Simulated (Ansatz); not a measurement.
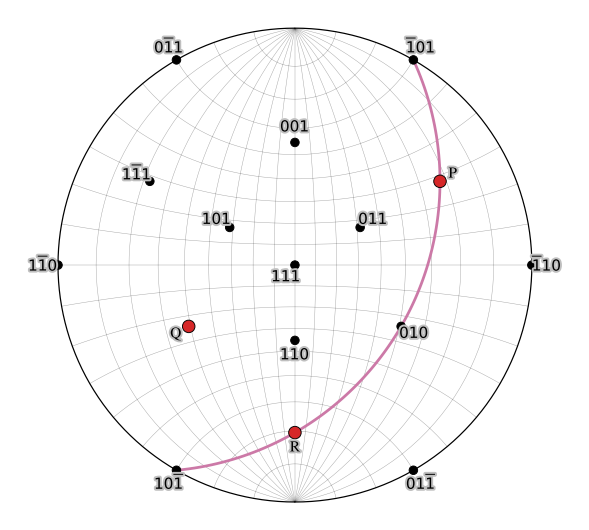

For Si, the input geometry of an electronic-structure calculation (not necessarily at equilibrium): stereographic projection of plane normals (upper hemisphere) centred on (1 1 1). Symmetry computed with spglib at a tolerance of 0.002 Å; standard conventional cell.

a = 5.430 Å, b = 5.430 Å, c = 5.430 Å, α = 90.00°, β = 90.00°, γ = 90.00°.

### Index the poles marked P, Q, R.

P is (−1 1 1), 70.5° from the centre; Q is (1 0 0), 54.7° from the centre; R is (1 1 −1), 70.5° from the centre.

### Which zone does the coloured great circle trace?

The zone [1 0 1]: its poles satisfy h + l = 0.

### What is the angle between the normals of (1 −1 0) and (−1 1 1), and what are their d_hkl = 1/|g|?

144.7°; d = 3.840 Å and 3.135 Å.
